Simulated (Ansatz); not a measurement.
Input file:

```
crystal:
  periodic: [false, false, false]
  atoms:
    - {symbol: C, position_ang: [-0.145092, 1.765767, 1.197373]}
    - {symbol: C, position_ang: [-1.143131, 0.705678, 1.680215]}
    - {symbol: C, position_ang: [-2.344179, -2.101312, 1.361488]}
    - {symbol: N, position_ang: [0.184402, -1.548742, 0.064704]}
    - {symbol: N, position_ang: [-1.939599, -0.122104, -0.968314]}
    - {symbol: Si, position_ang: [-1.306116, -0.775365, 0.513617]}
    - {symbol: H, position_ang: [-0.066868, 2.619552, 1.890619]}
    - {symbol: H, position_ang: [0.863957, 1.333399, 1.090681]}
    - {symbol: H, position_ang: [-0.430646, 2.158222, 0.208182]}
    - {symbol: H, position_ang: [-0.848283, 0.326372, 2.675702]}
    - {symbol: H, position_ang: [-2.143954, 1.155428, 1.823360]}
    - {symbol: H, position_ang: [-1.852766, -2.476546, 2.275667]}
    - {symbol: H, position_ang: [-2.517492, -2.961197, 0.694189]}
    - {symbol: H, position_ang: [-3.326652, -1.698355, 1.657993]}
    - {symbol: H, position_ang: [0.896375, -1.019632, -0.429421]}
    - {symbol: H, position_ang: [0.602603, -2.250295, 0.666663]}
    - {symbol: H, position_ang: [-2.060789, -0.728182, -1.774170]}
    - {symbol: H, position_ang: [-2.657652, 0.594841, -0.942435]}
basis:
  gaussian: {orbitals: def2-SVPD}
hamiltonian: {xc: {name: PBE0}}
output: {forces: true, orbitals: {seedname: orbitals}}
```

Command:

```sh
ansatz run input.yaml --threads 4 --pin off --max-ram 7830MiB --events-out events.jsonl --progress --plain --runs-dir runs
```

Geometry: B3LYP-D3(BJ)/def2-SVP.

All numbers below come from isolated molecule in a Gaussian basis; Kohn-Sham density functional theory, functional PBE0 in Ansatz 0.2.0.

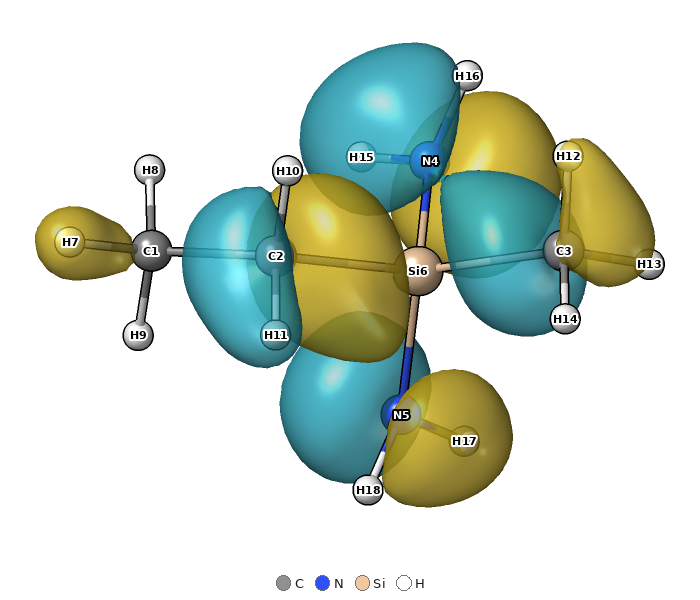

C3H12N2Si. The HOMO at ±0.1 Å⁻³ᐟ² (yellow and cyan are the two phases), seen from one side.

Q: Where does this orbital lie, and at what energy?

A: It lies mainly on N4 (about 30 %), N5 (about 20 %), C2 (about 15 %), Si6 (about 10 %) and C3 (about 10 %). Its energy is −6.89 eV.
